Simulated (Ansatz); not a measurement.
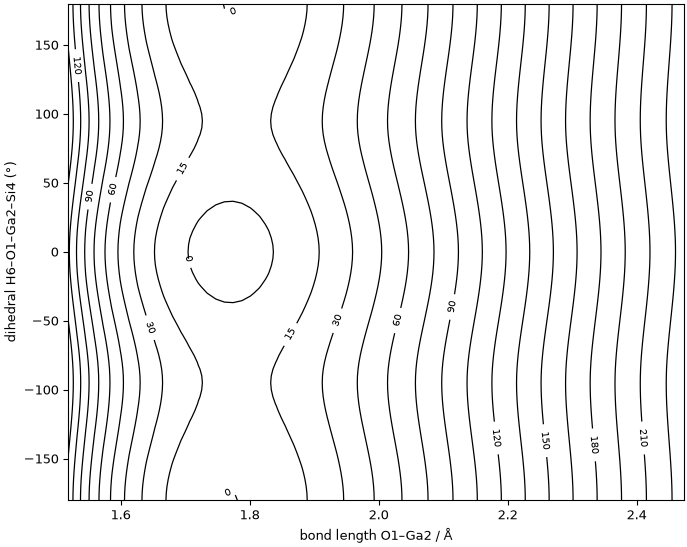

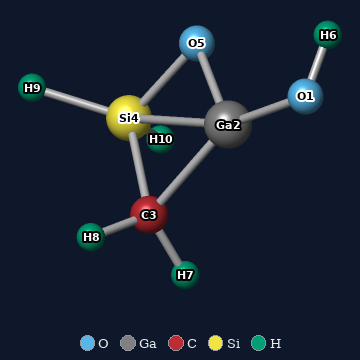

Energy landscape of CH₅GaO₂Si. Coordinates scanned: (1) bond length O1–Ga2; (2) dihedral H6–O1–Ga2–Si4. Nothing is relaxed (all other coordinates rigid). The grid has 7 × 8 points. Points are written as (first, second). Energies: kJ/mol, counted from the lowest grid point. All numbers below come from RKS PBE0-D4/def2-SVP (Ansatz).

In the figure: contour lines labelled in kJ/mol. Between grid points the surface is interpolated. The second picture is the structure at the lowest point.

> What does the map say about the system?

The lowest grid point is at (1.837 Å, 0°). The bottom of the well lies between grid points, at about (1.765 Å, 0°), about 5.8 kJ/mol lower on the interpolated surface. There is a further well near (1.837 Å, −180°) (5 kJ/mol above the lowest at that grid point). The highest grid point, (2.473 Å, 90°), lies 235 kJ/mol above the lowest. On the interpolated surface the easiest way out of the lowest well to the well at about (1.77 Å, −180°) passes a barrier of about 17 kJ/mol, counted from the interpolated bottom of the well. Round the minimum the two coordinates are nearly uncoupled.

The input of one point:

```yaml
crystal:
  periodic: [false, false, false]
  atoms:
    - { symbol: O, position_ang: [-2.773815, 0.035867, -0.918163] }
    - { symbol: Ga, position_ang: [-1.030884, -0.034485, -0.342135] }
    - { symbol: C, position_ang: [0.539879, -1.128407, 0.146469] }
    - { symbol: Si, position_ang: [1.337523, 0.576593, 0.459903] }
    - { symbol: O, position_ang: [-0.02555, 1.465935, 0.03487] }
    - { symbol: H, position_ang: [-3.098821, 0.940338, -1.00124] }
    - { symbol: H, position_ang: [0.387267, -1.778524, 1.021469] }
    - { symbol: H, position_ang: [0.950451, -1.730261, -0.678588] }
    - { symbol: H, position_ang: [2.506866, 0.849246, -0.429735] }
    - { symbol: H, position_ang: [1.742034, 0.782134, 1.883725] }
basis:
  gaussian: { orbitals: def2-SVP }
hamiltonian:
  xc: pbe0
  dispersion: d4
output:
  forces: true
```

Each point was launched as `ansatz run input.yaml --threads 1 --pin off --max-ram 2560MiB --backend cpu --events-out ev --progress --plain --runs-dir out`. The whole map (56 points run) took 7.9 min on 1 thread of Arm Neoverse V2, with other jobs on the host.
